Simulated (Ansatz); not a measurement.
```
CELL_PARAMETERS angstrom
3.44992 0.00000 0.00000
0.00000 3.44992 0.00000
0.00000 0.00000 11.38600
ATOMIC_POSITIONS crystal
Na 0.00000 0.00000 0.50000
Na 0.50000 0.50000 0.00000
W 0.00000 0.00000 0.18296
W 0.00000 0.00000 0.81704
W 0.50000 0.50000 0.27912
W 0.50000 0.50000 0.72088
W 0.50000 0.50000 0.50000
```

Space group P4/mmm; a structure generated by program, which may or may not match a known phase.

These are results of Ansatz 0.2.0, DFT PBE, scalar-relativistic, plane waves, PAW, not measurements.

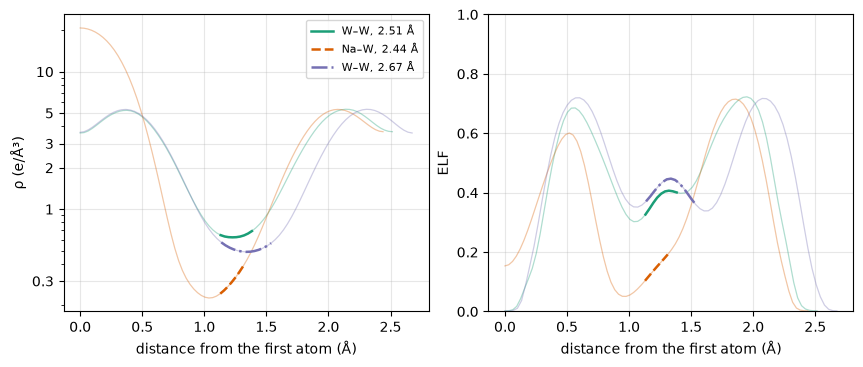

Na2W5. Valence electron density and electron localisation function along straight lines between neighbouring atoms. Thin, pale parts lie inside the atomic spheres.

Core electrons are frozen (PAW), and the valence fields are smoothed inside the atomic spheres.

Question: Compare the contacts.

Answer: W–W (2.51 Å): the density is about 0.63 e/Å³ at the midpoint; the ELF is about 0.40 at the midpoint.
Na–W (2.44 Å): the density is about 0.29 e/Å³ at the midpoint; the ELF is about 0.15 at the midpoint: no shared electron pair shows on this line.
W–W (2.67 Å): ρ is about 0.49 e/Å³ halfway; the ELF is about 0.45 at the midpoint.
